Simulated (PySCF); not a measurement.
**fluorobenzene (C6H5F): NMR shifts and spin-spin couplings**

What NMR shifts and spin-spin couplings should fluorobenzene (C6H5F) (`Fc1ccccc1`) show?

Computed with PySCF 2.14.0, with density-fitted response routines of our own, on a single molecule in the gas phase. Atoms count from 0, in the outputs and in this text.

### Step 1. Starting geometry

12 atoms, charge 0, multiplicity 1; geometry from: GFN2-xTB.

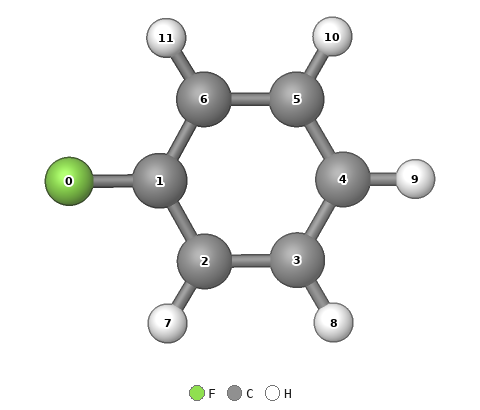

As it starts; fluorine green, carbon grey, hydrogen white, atoms numbered; sticks join atoms by distance.

### Step 2. Nuclear shieldings: PBE0/pcSseg-1

Job settings and geometry (Å):

```
{"job": {"kind": "nmr", "xc": "PBE0", "basis": "pcSseg-1"}, "charge": 0, "multiplicity": 1}
F     -2.255213    -1.465224     0.011692
C     -1.122564    -0.729488     0.004484
C      0.097591    -1.379539    -0.019046
C      1.252996    -0.617615    -0.026258
C      1.178173     0.765381    -0.009484
C     -0.054904     1.395957     0.014139
C     -1.220560     0.649697     0.020793
H      0.130888    -2.457517    -0.030474
H      2.214578    -1.107869    -0.044809
H      2.083462     1.353298    -0.013799
H     -0.111310     2.473986     0.027126
H     -2.191939     1.118246     0.039608
```

With the program's defaults for keys left out, this is: GIAO PBE0/pcSseg-1 NMR shielding, non-relativistic, gas phase.

Standard output:

```text
coarse grid: 10704 points
cycle   1  E = -330.9799775297  dE =  1.237e+00  |g| = 4.874e-01  |ddm| = 3.367e+00
cycle   2  E = -330.9546015172  dE =  2.538e-02  |g| = 6.272e-01  |ddm| = 9.118e-01
cycle   3  E = -331.0266163777  dE = -7.201e-02  |g| = 8.740e-02  |ddm| = 5.021e-01
cycle   4  E = -331.0283878591  dE = -1.771e-03  |g| = 3.501e-02  |ddm| = 1.137e-01
cycle   5  E = -331.0286997067  dE = -3.118e-04  |g| = 9.497e-03  |ddm| = 3.784e-02
cycle   6  E = -331.0287192846  dE = -1.958e-05  |g| = 2.684e-03  |ddm| = 1.058e-02
cycle   7  E = -331.0287209119  dE = -1.627e-06  |g| = 5.521e-04  |ddm| = 2.781e-03
final grid: 105712 points
cycle   8  E = -331.0767630171  dE = -2.990e-05  |g| = 7.535e-03  |ddm| = 3.321e-02
cycle   9  E = -331.0767560253  dE =  6.992e-06  |g| = 1.004e-02  |ddm| = 1.573e-02
cycle  10  E = -331.0767764496  dE = -2.042e-05  |g| = 1.225e-03  |ddm| = 9.095e-03
cycle  11  E = -331.0767767048  dE = -2.552e-07  |g| = 1.793e-04  |ddm| = 1.231e-03
cycle  12  E = -331.0767767099  dE = -5.113e-09  |g| = 5.283e-05  |ddm| = 1.798e-04
cycle  13  E = -331.0767767104  dE = -4.277e-10  |g| = 3.494e-05  |ddm| = 7.783e-05
cycle  14  E = -331.0767767107  dE = -3.369e-10  |g| = 1.469e-06  |ddm| = 3.334e-05
converged SCF energy = -331.0767767107

GIAO shielding tensors (ppm)
atom      isotropic    diamagn.    paramagn.     s11        s22        s33       span
  0 F      285.021     476.706    -191.685    207.098    299.169    348.795    141.697
  1 C       13.813     251.460    -237.647    -74.278     30.548     85.169    159.447
  2 C       65.574     255.381    -189.807    -21.642     49.593    168.772    190.415
  3 C       51.206     254.201    -202.995    -57.567     34.987    176.197    233.763
  4 C       57.988     253.374    -195.386    -50.444     43.929    180.479    230.923
  5 C       51.194     254.200    -203.006    -57.575     34.974    176.184    233.759
  6 C       65.566     255.375    -189.809    -21.630     49.567    168.762    190.392
  7 H       24.352      30.122      -5.770     20.887     24.727     27.441      6.555
  8 H       24.059      30.553      -6.494     20.765     24.558     26.855      6.089
  9 H       24.327      30.706      -6.379     21.091     24.959     26.929      5.838
 10 H       24.057      30.550      -6.493     20.764     24.557     26.850      6.086
 11 H       24.350      30.118      -5.768     20.884     24.728     27.439      6.555
```

It took 12 s on 1 thread, shared host.

The references, computed at this level on geometries of the same kind, shield at (ppm): 1H TMS 31.72, 13C TMS 186.9, 19F CFCl3 170.9. Their shielding less the atom's gives the shift. The references are single molecules in the gas phase, so shifts against H2O, NH3, PH3, H3PO4 or CFCl3 are not on the usual liquid scales and can be off by tens of ppm. Atoms listed in one row are averaged.

| atoms | environment | σ (ppm) | δ (ppm) | δ scaled to CDCl3 |
| --- | --- | --- | --- | --- |
| C1 | aromatic carbon bearing fluorine | 13.8 | 173.1 | 167.0 |
| C3, C5 | aromatic CH | 51.2 | 135.7 | 130.6 |
| C4 | aromatic CH | 58.0 | 128.9 | 123.9 |
| C2, C6 | aromatic CH | 65.6 | 121.4 | 116.5 |
| H8, H10 | hydrogen on an aromatic CH | 24.06 | 7.66 | 7.33 |
| H9 | hydrogen on an aromatic CH | 24.33 | 7.39 | 7.07 |
| H7, H11 | hydrogen on an aromatic CH | 24.35 | 7.37 | 7.05 |
| F0 | aryl fluorine | 285.0 | -114.1 | – |

The scaled column applies a straight-line fit of computed shieldings to shifts measured in CDCl3, and one for carbons that bear F (root-mean-square error 0.16 ppm for H, 1.9 ppm for C).

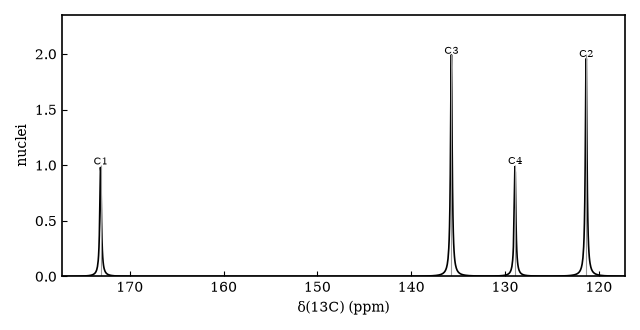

13C lines at the computed shifts, without couplings. Lines are broadened to a width of 0.21 ppm (Lorentzian).

The run also stored atomic charges by several schemes (e):

| atoms | Mulliken | IAO | Hirshfeld | ESP fit |
| --- | --- | --- | --- | --- |
| F0 | -0.29 | -0.27 | -0.09 | -0.22 |
| C1 | 0.31 | 0.30 | 0.09 | 0.41 |
| C2, C6 | -0.15 | -0.19 | -0.07 | -0.32 |
| C3, C5 | -0.08 | -0.14 | -0.04 | -0.07 |
| C4 | -0.09 | -0.17 | -0.06 | -0.23 |

Mulliken charges:

| atom | value (e) |
| --- | --- |
| F0 | -0.29 |
| C1 | 0.31 |
| C2 | -0.15 |
| C3 | -0.08 |
| C4 | -0.09 |
| C5 | -0.08 |
| C6 | -0.15 |
| H7 | 0.11 |
| H8 | 0.10 |
| H9 | 0.09 |
| H10 | 0.10 |
| H11 | 0.11 |

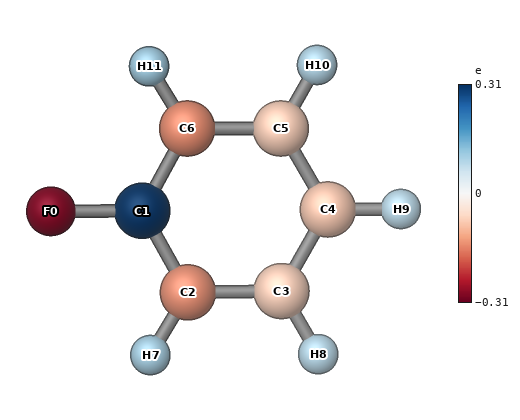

Mulliken charges, as colours on the atoms.

Mayer bond orders: F0–C1 0.89, C1–C2 1.43, C2–C3 1.42, C3–C4 1.44, C4–C5 1.44, C5–C6 1.42, C6–C1 1.43.

### Step 3. Indirect couplings: B3LYP/pcJ-1

The job, as its differences from that of step 2:

```diff
@@ -1,2 +1,2 @@
-{"job": {"kind": "nmr", "xc": "PBE0", "basis": "pcSseg-1"}, "charge": 0, "multiplicity": 1}
+{"job": {"kind": "j", "xc": "B3LYP", "basis": "pcJ-1"}, "charge": 0, "multiplicity": 1}
 F     -2.255213    -1.465224     0.011692
```

With the program's defaults for keys left out, this is: B3LYP/pcJ-1 indirect spin-spin coupling, non-relativistic, gas phase.

Standard output:

```text
coarse grid: 10704 points
cycle   1  E = -331.3787018639  dE =  1.138e+00  |g| = 5.491e-01  |ddm| = 3.346e+00
cycle   2  E = -331.3372629115  dE =  4.144e-02  |g| = 7.348e-01  |ddm| = 9.486e-01
cycle   3  E = -331.4348905557  dE = -9.763e-02  |g| = 1.089e-01  |ddm| = 5.597e-01
cycle   4  E = -331.4373213090  dE = -2.431e-03  |g| = 5.311e-02  |ddm| = 1.358e-01
cycle   5  E = -331.4380490928  dE = -7.278e-04  |g| = 1.266e-02  |ddm| = 5.026e-02
cycle   6  E = -331.4380833179  dE = -3.423e-05  |g| = 3.535e-03  |ddm| = 1.191e-02
cycle   7  E = -331.4380860050  dE = -2.687e-06  |g| = 7.533e-04  |ddm| = 3.416e-03
final grid: 105712 points
cycle   8  E = -331.4976007924  dE = -1.340e-04  |g| = 7.423e-03  |ddm| = 1.979e-02
cycle   9  E = -331.4975895386  dE =  1.125e-05  |g| = 1.099e-02  |ddm| = 1.337e-02
cycle  10  E = -331.4976116890  dE = -2.215e-05  |g| = 1.079e-03  |ddm| = 8.751e-03
cycle  11  E = -331.4976118577  dE = -1.686e-07  |g| = 4.645e-04  |ddm| = 1.312e-03
cycle  12  E = -331.4976118999  dE = -4.226e-08  |g| = 1.134e-04  |ddm| = 4.207e-04
cycle  13  E = -331.4976119031  dE = -3.163e-09  |g| = 3.278e-05  |ddm| = 1.172e-04
cycle  14  E = -331.4976119034  dE = -2.883e-10  |g| = 2.125e-06  |ddm| = 2.979e-05
converged SCF energy = -331.4976119034

Indirect spin-spin couplings (Hz)
  i      j    bonds     total        FC       PSO       DSO        SD
  0 F    1 C    1   -311.246  -310.590    -7.684     0.893     6.135
  0 F    2 C    2     17.525    29.897   -16.392    -0.131     4.151
  0 F    3 C    3      5.064     6.038     1.146    -0.353    -1.767
  0 F    4 C    4      5.873     0.491    -0.096    -0.318     5.794
  0 F    5 C    3      5.069     6.041     1.147    -0.353    -1.767
  0 F    6 C    2     17.551    29.918   -16.388    -0.131     4.151
  0 F    7 H    3      9.094    12.830    -2.748    -0.099    -0.889
  0 F    8 H    4      5.142     5.120     1.556    -1.416    -0.118
  0 F   10 H    4      5.141     5.119     1.556    -1.415    -0.118
  0 F   11 H    3      9.085    12.819    -2.748    -0.098    -0.889
  1 C    2 C    1     76.283    82.778    -6.811     0.316         -
  1 C    3 C    2      2.338     2.349    -0.041     0.030         -
  1 C    4 C    3      9.364     8.890     0.439     0.035         -
  1 C    5 C    2      2.340     2.351    -0.041     0.030         -
  1 C    6 C    1     76.296    82.791    -6.812     0.316         -
  1 C    7 H    2     -4.820    -3.673    -0.965    -0.182         -
  1 C    8 H    3     11.212    11.300     0.335    -0.423         -
  1 C    9 H    4     -1.807    -1.811     0.371    -0.367         -
  1 C   10 H    3     11.210    11.299     0.334    -0.423         -
  1 C   11 H    2     -4.818    -3.671    -0.965    -0.182         -
  2 C    3 C    1     63.096    69.939    -7.082     0.240         -
  2 C    4 C    2     -1.486    -1.405    -0.069    -0.012         -
  2 C    5 C    3      5.451     5.230     0.222    -0.001         -
  2 C    6 C    2      5.131     4.997     0.145    -0.011         -
  2 C    7 H    1    167.882   166.626     0.286     0.971         -
  2 C    8 H    2      1.554     2.775    -0.907    -0.314         -
  2 C    9 H    3      8.533     8.675     0.361    -0.503         -
  2 C   10 H    4     -1.503    -1.423     0.363    -0.443         -
  2 C   11 H    3      4.298     4.325     0.493    -0.520         -
  3 C    4 C    1     62.391    69.281    -7.118     0.229         -
  3 C    5 C    2      0.023     0.024     0.016    -0.016         -
  3 C    6 C    3      5.456     5.234     0.222    -0.001         -
  3 C    7 H    2     -0.219     1.006    -0.877    -0.347         -
  3 C    8 H    1    166.105   165.023     0.217     0.866         -
  3 C    9 H    2      1.860     3.117    -0.909    -0.348         -
  3 C   10 H    3      9.214     9.351     0.380    -0.516         -
  3 C   11 H    4     -0.773    -0.749     0.425    -0.448         -
  4 C    5 C    1     62.369    69.259    -7.119     0.229         -
  4 C    6 C    2     -1.487    -1.405    -0.069    -0.012         -
  4 C    7 H    3      7.964     8.115     0.356    -0.507         -
  4 C    8 H    2      1.105     2.346    -0.889    -0.352         -
  4 C    9 H    1    165.237   164.016     0.353     0.868         -
  4 C   10 H    2      1.088     2.329    -0.890    -0.352         -
  4 C   11 H    3      7.970     8.121     0.356    -0.507         -
  5 C    6 C    1     63.119    69.961    -7.082     0.240         -
  5 C    7 H    4     -0.775    -0.751     0.425    -0.448         -
  5 C    8 H    3      9.214     9.350     0.380    -0.516         -
  5 C    9 H    2      1.870     3.127    -0.909    -0.348         -
  5 C   10 H    1    166.143   165.061     0.217     0.865         -
  5 C   11 H    2     -0.223     1.001    -0.877    -0.347         -
  6 C    7 H    3      4.300     4.327     0.493    -0.520         -
  6 C    8 H    4     -1.502    -1.422     0.363    -0.443         -
  6 C    9 H    3      8.532     8.674     0.361    -0.503         -
  6 C   10 H    2      1.577     2.797    -0.906    -0.314         -
  6 C   11 H    1    167.877   166.620     0.286     0.971         -
  7 H    8 H    3      9.508     9.747     0.184    -0.422         -
  7 H    9 H    4      0.661     0.784     1.754    -1.877         -
  7 H   10 H    5      0.337     0.475     1.754    -1.891         -
  7 H   11 H    4      2.504     2.638     1.901    -2.034         -
  8 H    9 H    3      8.508     8.764     0.197    -0.453         -
  8 H   10 H    4      1.260     1.385     1.776    -1.900         -
  8 H   11 H    5      0.337     0.475     1.754    -1.891         -
  9 H   10 H    3      8.508     8.764     0.196    -0.452         -
  9 H   11 H    4      0.663     0.786     1.754    -1.877         -
 10 H   11 H    3      9.504     9.742     0.185    -0.423         -
```

Wall time 26 s (1 thread, shared host).

Couplings of 1 Hz or more, nine at most for each number of bonds, with means over like pairs (isotopes 13C, 19F, 1H):

| pair | bonds | J (Hz) | Fermi contact (Hz) | dihedral (°) |
| --- | --- | --- | --- | --- |
| F0–C1 | 1 | -311.2 | -310.6 | – |
| C2–H7 | 1 | 167.9 | 166.6 | – |
| C3–H8 | 1 | 166.1 | 165.0 | – |
| C4–H9 | 1 | 165.2 | 164.0 | – |
| C1–C2 | 1 | 76.3 | 82.8 | – |
| C2–C3 | 1 | 63.1 | 69.9 | – |
| C3–C4 | 1 | 62.4 | 69.3 | – |
| F0–C2 | 2 | 17.5 | 29.9 | – |
| C2–C6 | 2 | 5.1 | 5.0 | – |
| C1–H7 | 2 | -4.8 | -3.7 | – |
| C1–C3 | 2 | 2.3 | 2.4 | – |
| C3–H9 | 2 | 1.9 | 3.1 | – |
| C2–H8 | 2 | 1.6 | 2.8 | – |
| C2–C4 | 2 | -1.5 | -1.4 | – |
| C4–H8 | 2 | 1.1 | 2.3 | – |
| C1–H8 | 3 | 11.2 | 11.3 | -180 |
| H7–H8 | 3 | 9.5 | 9.7 | 0 |
| C1–C4 | 3 | 9.4 | 8.9 | – |
| C3–H10 | 3 | 9.2 | 9.4 | -180 |
| F0–H7 | 3 | 9.1 | 12.8 | 0 |
| C2–H9 | 3 | 8.5 | 8.7 | 180 |
| H8–H9 | 3 | 8.5 | 8.8 | 0 |
| C4–H7 | 3 | 8.0 | 8.1 | -180 |
| C2–C5 | 3 | 5.5 | 5.2 | – |
| F0–C4 | 4 | 5.9 | 0.5 | – |
| F0–H8 | 4 | 5.1 | 5.1 | – |
| H7–H11 | 4 | 2.5 | 2.6 | – |
| C1–H9 | 4 | -1.8 | -1.8 | – |
| C2–H10 | 4 | -1.5 | -1.4 | – |
| H8–H10 | 4 | 1.3 | 1.4 | – |

The spin-dipole term was solved for some atoms only; pairs without it lack that part.

Joined with the shifts from before (PBE0/pcSseg-1, scaled to CDCl3), the couplings predict the line list below for 400 MHz. H–H couplings in it are scaled by factors fitted to measured ones, so they differ from the table.

1H NMR δ 7.33 (ddd, J = 8.7, 7.8, 5.1 Hz, 2H), 7.07 (t, J = 7.8 Hz, 1H), 7.05 (dd, J = 9.1, 8.7 Hz, 2H). The letters are first-order; like nuclei with unlike couplings give more lines.

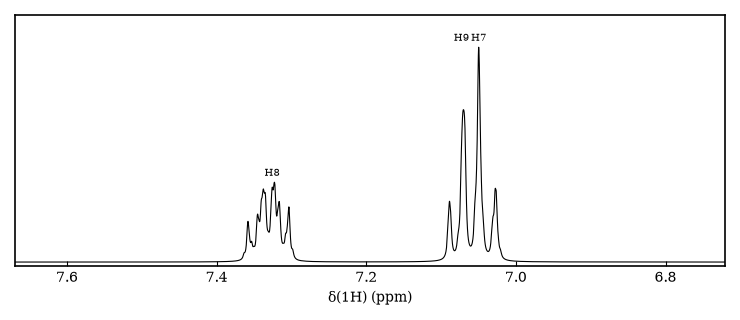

Simulated proton spectrum at 400 MHz, by exact diagonalisation of each spin system; lines 1.2 Hz wide, exchangeable protons uncoupled.

### Step 4. Results

| quantity | value |
| --- | --- |
| 13C shifts against TMS (PBE0/pcSseg-1, means over atoms taken as alike) | 173.1, 135.7, 128.9, 121.4 ppm |
| 1H shifts against TMS (PBE0/pcSseg-1, means over atoms taken as alike) | 7.66, 7.39, 7.37 ppm |
| 19F shifts against CFCl3 (PBE0/pcSseg-1) | -114.1 ppm |
| largest coupling of the table (B3LYP/pcJ-1) | 1J(F,C) F0–C1, -311.2 Hz |

What this shows: In the run at B3LYP/pcJ-1, the largest coupling of the table is F0–C1, -311.2 Hz, of which the Fermi-contact term gives -310.6 Hz.
